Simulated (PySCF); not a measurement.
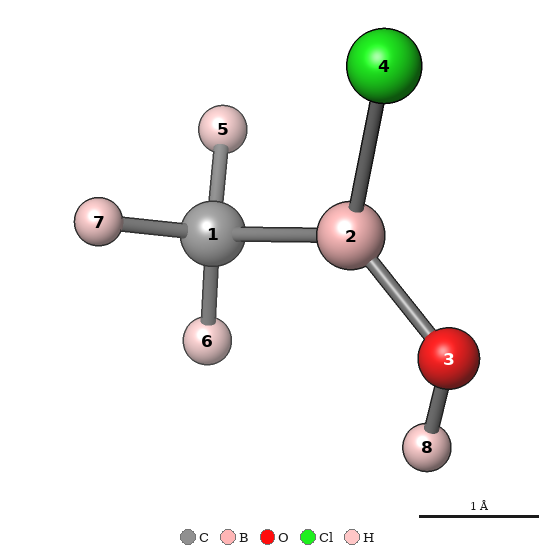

Orthographic view. Atoms fade into the background with distance from the viewer. The computed structure is the end point of a PBE0-D3(BJ)/def2-SVP optimisation. No frequency run is at hand to confirm it as a minimum.

Write a MOL file (V2000) with the atoms in numerical order, bonds sorted by atom number with the orders drawn, and coordinates in the frame of the picture: x right, y up, z towards the viewer, origin at the mean position.

```
CH4BClO
                    3D

  8  7  0  0  0  0  0  0  0  0999 V2000
   -0.6900    0.1700   -0.5400 C   0  0  0  0  0  0  0  0  0  0  0  0
    0.4800    0.1600    0.5100 B   0  0  0  0  0  0  0  0  0  0  0  0
    1.3100   -0.8800    0.7400 O   0  0  0  0  0  0  0  0  0  0  0  0
    0.7600    1.5900    1.5200 Cl  0  0  0  0  0  0  0  0  0  0  0  0
   -0.6000    1.0500   -1.2000 H   0  0  0  0  0  0  0  0  0  0  0  0
   -0.7300   -0.7300   -1.1700 H   0  0  0  0  0  0  0  0  0  0  0  0
   -1.6500    0.2700   -0.0200 H   0  0  0  0  0  0  0  0  0  0  0  0
    1.1200   -1.6300    0.1600 H   0  0  0  0  0  0  0  0  0  0  0  0
  1  2  1  0
  1  5  1  0
  1  6  1  0
  1  7  1  0
  2  3  1  0
  2  4  1  0
  3  8  1  0
M  END
```
